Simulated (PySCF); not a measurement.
Vertical excitations of a molecule C4H5BF2 from TDA-PBE/def2-SVPD (PySCF), as energy in eV (oscillator strength): 3.83 (0.003), 4.86 (0.003), 5.02 (0.012), 5.55 (0.229), 6.59 (0.011), 6.81 (0.010), 6.96 (0.009), 7.01 (0.015), 7.22 (0.003), 7.29 (0.032). Lowest triplet (TDA): 3.28 eV. Geometry optimised at PBE0-D3(BJ)/def2-SVP. Other conformers were not sampled.

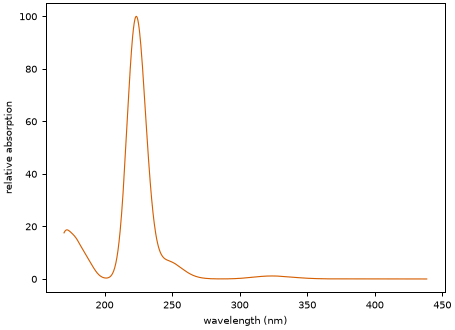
Figure: The lines broadened by 0.4 eV.

Task: Which structure fits?
A) C=C1C[C@@H](F)B1F
B) FCB1C=C[C@H]1F
C) FB(F)[C@H]1C=CC1
D) FCB1C=C(F)C1

Result: A, C=C1C[C@@H](F)B1F
